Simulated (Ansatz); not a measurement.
**BH5S (SMILES [BH3-][SH2+]) at BCCD(T)/pcseg-1 (density fitting with def2-universal-jkfit, cc-pVTZ-rifit for correlation, 1 point charge)**

Aim: the energy change on altering one bond length of BH5S at BCCD(T)/pcseg-1 (density fitting with def2-universal-jkfit, cc-pVTZ-rifit for correlation, 1 point charge), from 2 runs. 

The results are computed with Ansatz 0.2.0.

5 further runs of the same task are left out: 2 that didn't finish, 3 set aside as unsound or not needed.

## 1. The structure to begin with

BH5S has 7 atoms, charge 0, and is taken as a singlet. SMILES: `[BH3-][SH2+]`. The shape is that of a PBE0-D4/def2-TZVP optimisation.

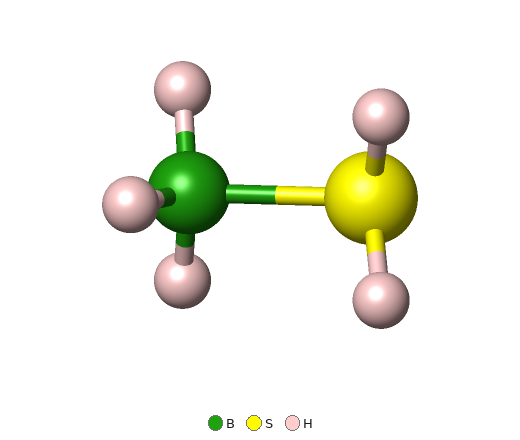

Viewed from a chosen angle; boron green, sulfur yellow, hydrogen pink.

## 2. The energy at BCCD(T)/pcseg-1 (density fitting with def2-universal-jkfit, cc-pVTZ-rifit for correlation, 1 point charge)

Contents of job.yaml:

```yaml
crystal:
  periodic: [false, false, false]
  atoms:
    - {symbol: B, position_ang: [-0.525600, -0.461500, -0.504300]}
    - {symbol: S, position_ang: [0.568600, 0.977600, 0.290900]}
    - {symbol: H, position_ang: [-1.623200, 0.036400, -0.431500]}
    - {symbol: H, position_ang: [-0.344400, -1.447600, 0.159700]}
    - {symbol: H, position_ang: [-0.075400, -0.482100, -1.624500]}
    - {symbol: H, position_ang: [0.286000, 0.903800, 1.604900]}
    - {symbol: H, position_ang: [1.775400, 0.405500, 0.458900]}
basis:
  gaussian:
    orbitals: pcseg-1.json
    fitting: {mean_field: def2-universal-jkfit, correlation: cc-pVTZ-rifit}
    point_charges: [{charge: 0.5, position_ang: [-3.1902, 5.0790, -0.1661]}]
correlation: {method: bccd_t, electrons: all, diis_vectors: 5}
output: {orbitals: {seedname: orbitals}}
```

The basis set pcseg-1 is read from a file made from the Basis Set Exchange's data (not shown).

Command:

```bash
$ ansatz run job.yaml --threads 1 --pin off --max-ram 2610MiB --events-out events.jsonl --progress --plain --runs-dir runs
```

Output:

```text
Warning: RAYON_NUM_THREADS=1 ignored (pool sized by the plan → 1); use --threads N
Functional definition: HF
  name "HF"
  exchange = exact_x
  correlation = 0
293 factors; integrals over basis functions are off by at most 3.2e-1 eV
353 factors; integrals over basis functions are off by at most 1.6e-1 eV
mean field evaluation 1: about -11564.4299 eV, gradient 2.0e1 eV
mean field evaluation 2: about -11565.8938 eV, gradient 5.9e0 eV
mean field evaluation 4: about -11566.0429 eV, gradient 3.0e-1 eV
mean field evaluation 8: about -11564.4309 eV, gradient 2.0e1 eV
mean field -11566.04342501 eV, -425.0442561232 hartree, gradient 1.6e-6 eV, S^2 0.000000; 0 other end points of the search recorded, 0 dependent functions left out
reference -11566.04342501 eV, -425.0442561232 hartree; 13, 13 occupied and 44, 44 virtual orbitals, 353 factors
second order -6.98763762 eV of doubles, -0.00000000 eV of singles
cycle   1  -7.76960807 eV  change   -7.8e-1 eV  update   6.0e-2
cycle   2  -8.01537118 eV  change   -2.5e-1 eV  update   1.9e-2
cycle   3  -8.03356567 eV  change   -1.8e-2 eV  update   5.1e-3
cycle   4  -8.03236323 eV  change    1.2e-3 eV  update   1.6e-3
cycle   5  -8.03183973 eV  change    5.2e-4 eV  update   4.7e-4
cycle   6  -8.03172540 eV  change    1.1e-4 eV  update   1.6e-4
cycle   7  -8.03172963 eV  change   -4.2e-6 eV  update   5.1e-5
cycle   8  -8.03173461 eV  change   -5.0e-6 eV  update   1.7e-5
perturbative correction -0.20474619 eV, -0.0075242837 hartree
Total energy: -11574.27990581 eV, -425.3469412097 hartree
```

It took 2.9 s on 1 thread of Intel Xeon Platinum 8259CL at 2.50GHz (Skylake/Cascade Lake), shared host; peak memory 0.18 GiB.

## 3. The distorted shape at the same level

Contents of job.yaml:

```yaml
crystal:
  periodic: [false, false, false]
  atoms:
    - {symbol: B, position_ang: [-0.086584, -0.660649, -0.533418]}
    - {symbol: S, position_ang: [1.007616, 0.778451, 0.261782]}
    - {symbol: H, position_ang: [-1.623200, 0.036400, -0.431500]}
    - {symbol: H, position_ang: [0.094616, -1.646749, 0.130582]}
    - {symbol: H, position_ang: [0.363616, -0.681249, -1.653618]}
    - {symbol: H, position_ang: [0.725016, 0.704651, 1.575782]}
    - {symbol: H, position_ang: [2.214416, 0.206351, 0.429782]}
basis:
  gaussian:
    orbitals: pcseg-1.json
    fitting: {mean_field: def2-universal-jkfit, correlation: cc-pVTZ-rifit}
    point_charges: [{charge: 0.5, position_ang: [-3.1902, 5.0790, -0.1661]}]
correlation: {method: bccd_t, electrons: all, diis_vectors: 5}
output: {orbitals: {seedname: orbitals}}
```

The basis set pcseg-1 is read from a file made from the Basis Set Exchange's data (not shown).

Command:

```bash
$ ansatz run job.yaml --threads 1 --pin off --max-ram 2610MiB --events-out events.jsonl --progress --plain --runs-dir runs
```

Output:

```text
Warning: RAYON_NUM_THREADS=1 ignored (pool sized by the plan → 1); use --threads N
[... 4 set-up lines as earlier in the session ...]
293 factors; integrals over basis functions are off by at most 4.3e-1 eV
353 factors; integrals over basis functions are off by at most 1.6e-1 eV
mean field evaluation 1: about -11563.2727 eV, gradient 1.8e1 eV
mean field evaluation 2: about -11564.5870 eV, gradient 5.3e0 eV
mean field evaluation 4: about -11564.7190 eV, gradient 3.1e-1 eV
mean field evaluation 8: about -11563.2736 eV, gradient 1.8e1 eV
mean field -11564.71967940 eV, -424.9956093694 hartree, gradient 2.5e-6 eV, S^2 0.000000; 0 other end points of the search recorded, 0 dependent functions left out
reference -11564.71967940 eV, -424.9956093694 hartree; 13, 13 occupied and 44, 44 virtual orbitals, 353 factors
second order -6.97754487 eV of doubles, -0.00000000 eV of singles
cycle   1  -7.77063294 eV  change   -7.9e-1 eV  update   6.9e-2
cycle   2  -8.04877439 eV  change   -2.8e-1 eV  update   2.4e-2
cycle   3  -8.08477761 eV  change   -3.6e-2 eV  update   8.5e-3
cycle   4  -8.08191148 eV  change    2.9e-3 eV  update   2.6e-3
cycle   5  -8.08110027 eV  change    8.1e-4 eV  update   6.7e-4
cycle   6  -8.08092733 eV  change    1.7e-4 eV  update   1.9e-4
cycle   7  -8.08091692 eV  change    1.0e-5 eV  update   5.1e-5
cycle   8  -8.08092703 eV  change   -1.0e-5 eV  update   2.0e-5
perturbative correction -0.22775774 eV, -0.0083699425 hartree
Total energy: -11573.02836417 eV, -425.3009479028 hartree
```

It took 2.6 s on 1 thread of Intel Xeon Platinum 8259CL at 2.50GHz (Skylake/Cascade Lake), shared host; peak memory 0.18 GiB.

## 4. Outcome

Level: BCCD(T)/pcseg-1 (density fitting with def2-universal-jkfit, cc-pVTZ-rifit for correlation, 1 point charge).

| quantity | value |
| --- | --- |
| first shape: total energy | -425.34694 Eh |
| first shape: HOMO–LUMO gap (Hartree–Fock orbitals) | 14.49 eV |
| first shape: correlation energy | -302.7 mEh |
| first shape: (T) correction | -7.52 mEh |
| distorted shape: total energy | -425.30095 Eh |
| distorted shape: HOMO–LUMO gap (Hartree–Fock orbitals) | 12.91 eV |
| distorted shape: correlation energy | -305.3 mEh |
| distorted shape: (T) correction | -8.37 mEh |
| energy change with the B1–H3 bond stretched from 1.207 to 1.690 Å | 1.252 eV |

**Reading.** With the B1–H3 bond stretched from 1.207 to 1.690 Å the energy rises by 1.25 eV (29 kcal/mol). The first shape isn't relaxed at this level, so the change isn't measured from a minimum. The triples (first shape) make up 2.5 % of the correlation energy. The triples (distorted shape) make up 2.7 % of the correlation energy.
